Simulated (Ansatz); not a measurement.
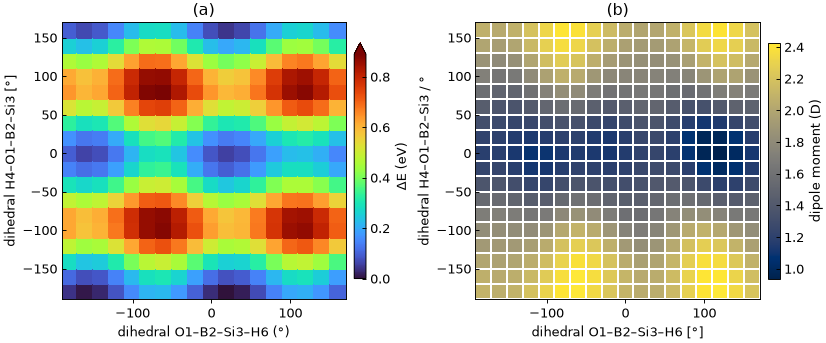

BH4OSi, SMILES OB[SiH2], spin multiplicity 2. First axis: dihedral O1–B2–Si3–H6. Second axis: dihedral H4–O1–B2–Si3. Nothing is relaxed (all other coordinates rigid). The scan uses an 18 × 18 grid. Points are written as (first, second). All energies are given in eV relative to the lowest grid point. Method: UHF/def2-SVP in Ansatz 0.2.0.

Panel (a) is the energy and panel (b) the computed dipole moment on the same grid.

In the figure: one coloured cell a grid point, one colour for all values above the top of the scale.

How does the dipole moment vary over the map, and what is it at the lowest grid point?

Answer. Leaving out the highest fifth of the energies, it runs from 0.94 D at (120°, 0°) to 2.42 D at (120°, −180°). At the lowest grid point, (20°, −180°), it is 2.04 D.
